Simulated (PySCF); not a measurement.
**Geometry relaxation of C₅H₉NSi₂ (part 1 of 2)**

System: C₅H₉NSi₂.
Method: PBE0-D3(BJ)/def2-SVP geometry optimisation, gas phase (PySCF 2.14.0).

It belongs to a series of runs on one base structure; here: H on Si replaced by 2-pyridyl.

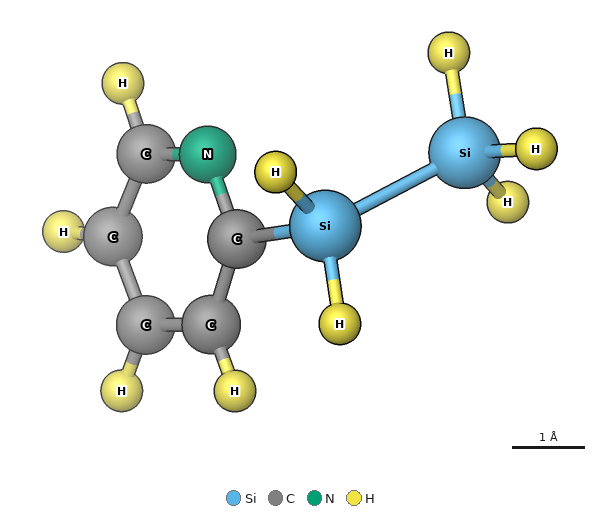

The structure as given in the input (ball-and-stick view, seen at a tilt). Bond lengths as drawn: C–C 1.36 to 1.42 Å, C–H 1.05 to 1.09 Å, C–N 1.32 to 1.33 Å, C–Si 1.91 Å, H–Si 1.43 to 1.49 Å and Si–Si 2.31 Å.

Input file:
```
{"job": {"xc": "PBE0", "basis": "def2-SVP", "d3": "d3bj", "grid": 1, "shake": 0.01, "kind": "geom"}, "charge": 0, "multiplicity": 1}
Si     3.015620     0.804240     0.197290
Si     1.605000    -1.020540     0.312420
C     -0.208450    -0.479560     0.074150
C     -0.955850    -0.808720    -1.007980
C     -2.287280    -0.334010    -1.078790
C     -2.749250     0.479770    -0.038880
C     -1.866400     0.754530     1.007570
N     -0.623380     0.307970     1.058930
H      2.829290     1.578800    -1.042800
H      2.779510     1.784550     1.289110
H      4.398190     0.431620     0.256070
H      1.674790    -1.727490     1.602910
H      1.842880    -2.013390    -0.738920
H     -0.609210    -1.439550    -1.778850
H     -2.929510    -0.582610    -1.904340
H     -3.749410     0.886120    -0.034260
H     -2.183040     1.390110     1.836550
```

The first line tells a small driver script what to run in PySCF; the rest is the geometry in Å.

Hardware: 1 CPU thread, shared host.

Run as:
```bash
OMP_NUM_THREADS=1 python <driver script> task.json out
```

The program's output:
```
step   0  E = -828.77340419  max force = 0.054232
step   1  E = -828.78174868  max force = 0.008830
step   2  E = -828.78206200  max force = 0.003466
step   3  E = -828.78203641  max force = 0.004327
step   4  E = -828.78214578  max force = 0.000639
step   5  E = -828.78215706  max force = 0.001097
step   6  E = -828.78218111  max force = 0.000936
step   7  E = -828.78220307  max force = 0.000642
step   8  E = -828.78222554  max force = 0.000545
step   9  E = -828.78224774  max force = 0.000391
step  10  E = -828.78227644  max force = 0.000710
step  11  E = -828.78232045  max force = 0.000779
step  12  E = -828.78238862  max force = 0.000842
step  13  E = -828.78239694  max force = 0.001132
step  14  E = -828.78242953  max force = 0.000735
step  15  E = -828.78249299  max force = 0.002527
step  16  E = -828.78258837  max force = 0.004717
step  17  E = -828.78270729  max force = 0.003478
step  18  E = -828.78285534  max force = 0.000590
step  19  E = -828.78281784  max force = 0.002239
step  20  E = -828.78288450  max force = 0.000477
step  21  E = -828.78289921  max force = 0.000182
optimisation converged
```

Trajectory as extended XYZ (Å, eV, eV/Å), 22 frames, from step=0 to step=21:
```
17
Properties=species:S:1:pos:R:3:forces:R:3 step=0 energy=-22552.07303
Si    3.0156    0.8042    0.1973   -0.7228   0.6442   0.1634
Si    1.6050   -1.0205    0.3124   -0.9170  -0.0062  -0.0218
C    -0.2084   -0.4796    0.0741    2.2892   0.0632   0.8345
C    -0.9558   -0.8087   -1.0080   -2.7887   0.5072  -0.5132
C    -2.2873   -0.3340   -1.0788    0.8285   0.3532   0.9469
C    -2.7492    0.4798   -0.0389    0.6049  -0.5680  -0.4013
C    -1.8664    0.7545    1.0076   -0.1756   0.3072   0.0729
N    -0.6234    0.3080    1.0589   -0.4872   0.3781   0.6184
H     2.8293    1.5788   -1.0428   -0.1542   0.0649  -0.4774
H     2.7795    1.7846    1.2891   -0.1322  -0.0273   0.2477
H     4.3982    0.4316    0.2561    1.2381  -0.4610   0.0604
H     1.6748   -1.7275    1.6029    0.1782  -0.1048   0.4019
H     1.8429   -2.0134   -0.7389    0.3942  -0.3687  -0.4995
H    -0.6092   -1.4396   -1.7789    0.7058  -0.8616  -1.0192
H    -2.9295   -0.5826   -1.9043   -0.3362  -0.1739  -0.5470
H    -3.7494    0.8861   -0.0343   -0.4335   0.1433  -0.0017
H    -2.1830    1.3901    1.8365   -0.0916   0.1102   0.1351
17
Properties=species:S:1:pos:R:3:forces:R:3 step=1 energy=-22552.30009
Si    3.2438    0.6233    0.0683    0.0926  -0.1286   0.0151
Si    1.7643   -1.1992    0.1323    0.1486   0.1042   0.0511
C     0.0189   -0.4983   -0.0834   -0.3480  -0.1752  -0.2049
C    -0.7966   -0.8101   -1.1887    0.4541  -0.0073   0.0066
C    -2.0516   -0.2226   -1.2856   -0.2695  -0.0785  -0.1101
C    -2.4742    0.6305   -0.2706   -0.0814   0.0456   0.0167
C    -1.6064    0.8708    0.7956   -0.0168  -0.0261  -0.0096
N    -0.3974    0.3301    0.8879    0.2014  -0.0425  -0.0296
H     3.0308    1.3624   -1.2151    0.0115   0.0404   0.0164
H     2.9559    1.5222    1.2247    0.0059   0.0528  -0.0113
H     4.6839    0.1918    0.1364   -0.1458   0.0223  -0.0098
H     1.8860   -1.9110    1.4409   -0.0284  -0.0187  -0.0155
H     2.0800   -2.1616   -0.9755   -0.0699   0.0366   0.0329
H    -0.4272   -1.4901   -1.9701   -0.1138   0.1308   0.1791
H    -2.7057   -0.4448   -2.1379    0.0800   0.0487   0.0962
H    -3.4623    1.1005   -0.2949    0.0828  -0.0220  -0.0182
H    -1.9079    1.5318    1.6164   -0.0033   0.0172  -0.0050
17
Properties=species:S:1:pos:R:3:forces:R:3 step=2 energy=-22552.30862
Si    3.2415    0.6277    0.0814   -0.0072  -0.0314   0.0173
Si    1.7674   -1.1968    0.1310    0.0560   0.0530  -0.0029
C     0.0183   -0.5128   -0.0998   -0.1782  -0.0485  -0.1341
C    -0.8040   -0.8119   -1.1972    0.1361  -0.0885  -0.0279
C    -2.0685   -0.2349   -1.2837    0.0329   0.0304   0.0669
C    -2.4719    0.6272   -0.2682   -0.0135  -0.0135  -0.0192
C    -1.5879    0.8694    0.7844   -0.0044   0.0388   0.0417
N    -0.3803    0.3228    0.8700    0.0147   0.0513   0.0601
H     3.0434    1.3774   -1.1986    0.0027   0.0159   0.0077
H     2.9523    1.5335    1.2337    0.0046   0.0162  -0.0135
H     4.6719    0.1913    0.1569   -0.0189  -0.0124  -0.0013
H     1.8760   -1.9152    1.4367   -0.0185  -0.0121  -0.0061
H     2.0800   -2.1552   -0.9764    0.0000  -0.0084  -0.0074
H    -0.4491   -1.4941   -1.9745   -0.0154   0.0022   0.0090
H    -2.7281   -0.4548   -2.1275    0.0167   0.0021   0.0047
H    -3.4524    1.1077   -0.2872   -0.0014   0.0018   0.0071
H    -1.8740    1.5446    1.5995   -0.0061   0.0031  -0.0021
17
Properties=species:S:1:pos:R:3:forces:R:3 step=3 energy=-22552.30792
Si    3.2380    0.6301    0.0911   -0.0476   0.0258   0.0122
Si    1.7641   -1.1918    0.1229   -0.0053   0.0217   0.0147
C     0.0115   -0.5177   -0.1101    0.1575  -0.0294  -0.0038
C    -0.8004   -0.8267   -1.2072   -0.1823   0.1381   0.2225
C    -2.0650   -0.2439   -1.2732   -0.0270   0.0024  -0.0987
C    -2.4682    0.6266   -0.2646    0.0544  -0.0272  -0.0056
C    -1.5815    0.8804    0.7830    0.0458  -0.0559  -0.0623
N    -0.3760    0.3270    0.8581   -0.0242   0.0478   0.0544
H     3.0531    1.3941   -1.1825   -0.0014  -0.0027  -0.0007
H     2.9531    1.5377    1.2436    0.0025  -0.0075  -0.0062
H     4.6605    0.1814    0.1691    0.0513  -0.0236   0.0034
H     1.8622   -1.9209    1.4233    0.0052  -0.0118   0.0031
H     2.0752   -2.1452   -0.9882    0.0283  -0.0170  -0.0200
H    -0.4552   -1.5144   -1.9798    0.0217  -0.0356  -0.0517
H    -2.7291   -0.4635   -2.1109   -0.0542  -0.0119  -0.0508
H    -3.4475    1.1073   -0.2868   -0.0370  -0.0014  -0.0107
H    -1.8603    1.5654    1.5925    0.0125  -0.0119   0.0002
17
Properties=species:S:1:pos:R:3:forces:R:3 step=4 energy=-22552.31089
Si    3.2429    0.6297    0.0931   -0.0153   0.0090   0.0077
Si    1.7667   -1.1903    0.1217   -0.0115   0.0114  -0.0035
C     0.0131   -0.5145   -0.1083    0.0328  -0.0129  -0.0098
C    -0.8080   -0.8241   -1.1996   -0.0289  -0.0016   0.0252
C    -2.0721   -0.2434   -1.2786    0.0126   0.0119   0.0223
C    -2.4706    0.6262   -0.2679   -0.0141   0.0046  -0.0130
C    -1.5820    0.8799    0.7788    0.0115  -0.0177  -0.0078
N    -0.3751    0.3311    0.8594   -0.0113   0.0274   0.0039
H     3.0587    1.3950   -1.1798    0.0011  -0.0005   0.0008
H     2.9590    1.5351    1.2470    0.0028  -0.0007  -0.0014
H     4.6666    0.1774    0.1708    0.0120  -0.0115   0.0010
H     1.8659   -1.9209    1.4214    0.0001  -0.0097  -0.0006
H     2.0816   -2.1434   -0.9906    0.0111   0.0011  -0.0026
H    -0.4615   -1.5142   -1.9717    0.0110  -0.0119  -0.0158
H    -2.7363   -0.4666   -2.1173   -0.0067  -0.0020  -0.0062
H    -3.4515    1.1056   -0.2867   -0.0065   0.0039   0.0009
H    -1.8631    1.5633    1.5887   -0.0008  -0.0010  -0.0012
17
Properties=species:S:1:pos:R:3:forces:R:3 step=5 energy=-22552.31120
Si    3.2470    0.6302    0.1003   -0.0035   0.0065   0.0060
Si    1.7683   -1.1875    0.1171   -0.0134   0.0016  -0.0069
C     0.0139   -0.5132   -0.1134    0.0032   0.0059  -0.0010
C    -0.8134   -0.8279   -1.1983   -0.0057  -0.0169   0.0024
C    -2.0778   -0.2470   -1.2753   -0.0240  -0.0059  -0.0228
C    -2.4758    0.6277   -0.2693    0.0564  -0.0313  -0.0045
C    -1.5804    0.8835    0.7712   -0.0113   0.0393   0.0492
N    -0.3723    0.3375    0.8512   -0.0197   0.0103  -0.0212
H     3.0691    1.4016   -1.1699    0.0017  -0.0011   0.0005
H     2.9640    1.5320    1.2570    0.0029  -0.0010   0.0011
H     4.6691    0.1706    0.1795   -0.0005  -0.0049   0.0002
H     1.8650   -1.9238    1.4140   -0.0014  -0.0071  -0.0025
H     2.0882   -2.1370   -0.9973    0.0057   0.0053   0.0001
H    -0.4703   -1.5221   -1.9692   -0.0007   0.0008  -0.0031
H    -2.7447   -0.4754   -2.1109    0.0029  -0.0038  -0.0037
H    -3.4573    1.1068   -0.2860    0.0088  -0.0015   0.0016
H    -1.8581    1.5700    1.5796   -0.0014   0.0040   0.0046
17
Properties=species:S:1:pos:R:3:forces:R:3 step=6 energy=-22552.31186
Si    3.2525    0.6307    0.1123    0.0097   0.0028   0.0036
Si    1.7682   -1.1818    0.1084   -0.0141  -0.0097  -0.0020
C     0.0131   -0.5093   -0.1208   -0.0202   0.0392   0.0239
C    -0.8213   -0.8346   -1.1968    0.0105  -0.0481  -0.0418
C    -2.0870   -0.2562   -1.2729    0.0047  -0.0069  -0.0005
C    -2.4773    0.6266   -0.2714   -0.0060   0.0017   0.0098
C    -1.5777    0.8937    0.7630    0.0035   0.0107   0.0044
N    -0.3686    0.3500    0.8391    0.0080  -0.0092  -0.0198
H     3.0852    1.4140   -1.1519    0.0022  -0.0023  -0.0005
H     2.9733    1.5256    1.2751    0.0027  -0.0025   0.0045
H     4.6710    0.1572    0.1924   -0.0125   0.0049  -0.0007
H     1.8610   -1.9291    1.3998   -0.0011  -0.0039  -0.0043
H     2.0945   -2.1240   -1.0106   -0.0010   0.0090   0.0011
H    -0.4817   -1.5356   -1.9640   -0.0057   0.0125   0.0123
H    -2.7591   -0.4927   -2.1024    0.0117   0.0019   0.0096
H    -3.4594    1.1046   -0.2859    0.0076  -0.0010   0.0003
H    -1.8523    1.5867    1.5670    0.0000   0.0009   0.0002
17
Properties=species:S:1:pos:R:3:forces:R:3 step=7 energy=-22552.31245
Si    3.2584    0.6310    0.1295    0.0093   0.0010   0.0021
Si    1.7669   -1.1748    0.0965   -0.0018  -0.0160   0.0073
C     0.0118   -0.5031   -0.1296   -0.0006   0.0325   0.0233
C    -0.8297   -0.8448   -1.1949   -0.0031  -0.0330  -0.0307
C    -2.0971   -0.2696   -1.2678    0.0158  -0.0065   0.0060
C    -2.4796    0.6255   -0.2743   -0.0214   0.0166   0.0143
C    -1.5727    0.9090    0.7494   -0.0149   0.0021  -0.0108
N    -0.3626    0.3679    0.8227    0.0228  -0.0198  -0.0304
H     3.1033    1.4324   -1.1247    0.0009  -0.0024  -0.0010
H     2.9851    1.5131    1.3033    0.0013  -0.0042   0.0055
H     4.6717    0.1417    0.2074   -0.0094   0.0094  -0.0007
H     1.8554   -1.9385    1.3789   -0.0001  -0.0030  -0.0030
H     2.0982   -2.1052   -1.0309   -0.0040   0.0075  -0.0015
H    -0.4948   -1.5550   -1.9555   -0.0031   0.0120   0.0132
H    -2.7756   -0.5180   -2.0885    0.0067   0.0035   0.0090
H    -3.4625    1.1018   -0.2871    0.0032  -0.0001  -0.0006
H    -1.8420    1.6124    1.5462   -0.0016   0.0006  -0.0021
17
Properties=species:S:1:pos:R:3:forces:R:3 step=8 energy=-22552.31307
Si    3.2647    0.6313    0.1545    0.0017  -0.0002   0.0010
Si    1.7668   -1.1681    0.0805    0.0107  -0.0170   0.0097
C     0.0118   -0.4963   -0.1432    0.0004   0.0279   0.0171
C    -0.8412   -0.8596   -1.1921   -0.0105  -0.0107  -0.0048
C    -2.1103   -0.2875   -1.2595    0.0136  -0.0081  -0.0008
C    -2.4827    0.6260   -0.2788   -0.0150   0.0189   0.0159
C    -1.5642    0.9311    0.7282   -0.0155  -0.0118  -0.0243
N    -0.3529    0.3920    0.7966    0.0280  -0.0096  -0.0148
H     3.1226    1.4577   -1.0848   -0.0015  -0.0008  -0.0001
H     2.9960    1.4919    1.3450   -0.0008  -0.0046   0.0044
H     4.6728    0.1273    0.2281   -0.0019   0.0096  -0.0007
H     1.8502   -1.9540    1.3502   -0.0027  -0.0026  -0.0025
H     2.1042   -2.0810   -1.0591   -0.0048   0.0034  -0.0035
H    -0.5141   -1.5831   -1.9432   -0.0014   0.0049   0.0053
H    -2.7981   -0.5523   -2.0669   -0.0001   0.0027   0.0030
H    -3.4662    1.1008   -0.2892   -0.0022  -0.0006  -0.0027
H    -1.8249    1.6497    1.5142    0.0020  -0.0015  -0.0023
17
Properties=species:S:1:pos:R:3:forces:R:3 step=9 energy=-22552.31367
Si    3.2664    0.6316    0.1796   -0.0050   0.0000   0.0020
Si    1.7677   -1.1650    0.0651    0.0196  -0.0135   0.0079
C     0.0132   -0.4910   -0.1550    0.0085   0.0054  -0.0040
C    -0.8512   -0.8752   -1.1875   -0.0123   0.0092   0.0201
C    -2.1210   -0.3046   -1.2510    0.0049  -0.0040  -0.0041
C    -2.4831    0.6282   -0.2845   -0.0008   0.0082   0.0074
C    -1.5530    0.9533    0.7052   -0.0164  -0.0050  -0.0138
N    -0.3409    0.4153    0.7708    0.0168   0.0033  -0.0051
H     3.1305    1.4838   -1.0428   -0.0041   0.0011   0.0011
H     2.9986    1.4666    1.3883   -0.0024  -0.0034   0.0020
H     4.6726    0.1224    0.2459    0.0051   0.0065  -0.0011
H     1.8469   -1.9730    1.3215   -0.0050  -0.0036  -0.0018
H     2.1085   -2.0594   -1.0879   -0.0030  -0.0002  -0.0029
H    -0.5321   -1.6126   -1.9279    0.0012  -0.0031  -0.0023
H    -2.8178   -0.5851   -2.0450   -0.0047   0.0009  -0.0025
H    -3.4666    1.1029   -0.2936   -0.0038  -0.0006  -0.0020
H    -1.8044    1.6879    1.4793    0.0016  -0.0011  -0.0009
17
Properties=species:S:1:pos:R:3:forces:R:3 step=10 energy=-22552.31445
Si    3.2616    0.6331    0.2046   -0.0097   0.0012   0.0052
Si    1.7706   -1.1673    0.0508    0.0188  -0.0054   0.0019
C     0.0167   -0.4895   -0.1660    0.0053  -0.0158  -0.0235
C    -0.8597   -0.8922   -1.1817   -0.0054   0.0201   0.0365
C    -2.1287   -0.3201   -1.2427   -0.0076   0.0021  -0.0050
C    -2.4793    0.6330   -0.2913    0.0119  -0.0066  -0.0059
C    -1.5377    0.9755    0.6808   -0.0014  -0.0026   0.0010
N    -0.3258    0.4356    0.7445   -0.0003   0.0250   0.0095
H     3.1232    1.5105   -0.9993   -0.0062   0.0027   0.0024
H     2.9883    1.4384    1.4320   -0.0024  -0.0011  -0.0009
H     4.6705    0.1313    0.2622    0.0093   0.0010  -0.0023
H     1.8461   -1.9963    1.2938   -0.0072  -0.0051  -0.0018
H     2.1136   -2.0431   -1.1156    0.0017  -0.0029  -0.0009
H    -0.5500   -1.6444   -1.9106    0.0024  -0.0098  -0.0089
H    -2.8346   -0.6146   -2.0233   -0.0067  -0.0019  -0.0068
H    -3.4618    1.1097   -0.3000   -0.0039  -0.0002  -0.0009
H    -1.7784    1.7266    1.4424    0.0014  -0.0007   0.0006
17
Properties=species:S:1:pos:R:3:forces:R:3 step=11 energy=-22552.31565
Si    3.2477    0.6369    0.2398   -0.0103   0.0033   0.0095
Si    1.7768   -1.1743    0.0312    0.0093   0.0034  -0.0056
C     0.0233   -0.4913   -0.1809   -0.0009  -0.0326  -0.0373
C    -0.8705   -0.9172   -1.1722    0.0067   0.0159   0.0369
C    -2.1370   -0.3403   -1.2313   -0.0175   0.0095  -0.0017
C    -2.4695    0.6414   -0.3021    0.0168  -0.0217  -0.0188
C    -1.5121    1.0053    0.6457    0.0180   0.0058   0.0191
N    -0.3015    0.4608    0.7074   -0.0194   0.0401   0.0157
H     3.0976    1.5481   -0.9371   -0.0072   0.0033   0.0029
H     2.9618    1.3985    1.4918    0.0001   0.0014  -0.0024
H     4.6643    0.1558    0.2844    0.0085  -0.0042  -0.0044
H     1.8468   -2.0316    1.2556   -0.0083  -0.0062  -0.0022
H     2.1241   -2.0248   -1.1525    0.0083  -0.0034   0.0023
H    -0.5751   -1.6908   -1.8844    0.0023  -0.0114  -0.0101
H    -2.8557   -0.6523   -1.9933   -0.0042  -0.0040  -0.0071
H    -3.4497    1.1228   -0.3106   -0.0010   0.0004   0.0013
H    -1.7369    1.7791    1.3890   -0.0010   0.0005   0.0018
```
